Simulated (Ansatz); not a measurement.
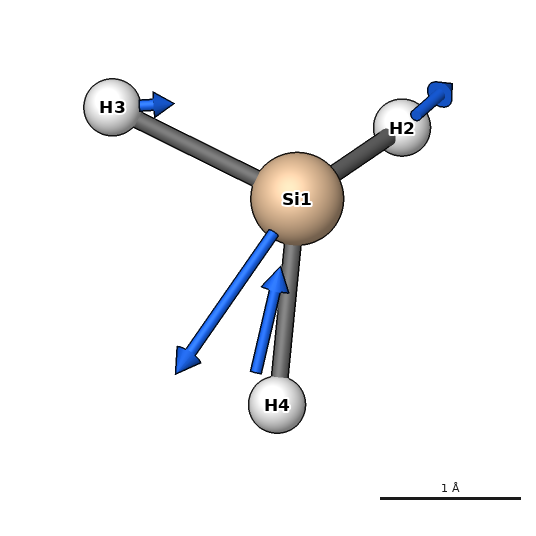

Arrows show the forces on the atoms, 20 Å of arrow for 1 eV/Å; forces under a tenth of the largest aren't drawn. State: neutral, doublet. Level of theory: UHF/def2-SVP (Ansatz).

On which atom is the force largest, and how large is it?

On Si1: 0.06 eV/Å.

Which bond do the forces act along most?

Si1–H4, now 1.483 Å: the forces pull its atoms together, so a first step downhill shortens it.

List the force components in the frame of the picture (x right, y up, z towards the viewer), in eV/Å.

| atom | Fx | Fy | Fz |
| --- | --- | --- | --- |
| Si1 | −0.04 | −0.05 | 0.02 |
| H2 | 0.01 | 0.01 | −0.02 |
| H3 | 0.01 | 0.00 | 0.00 |
| H4 | 0.01 | 0.04 | 0.00 |
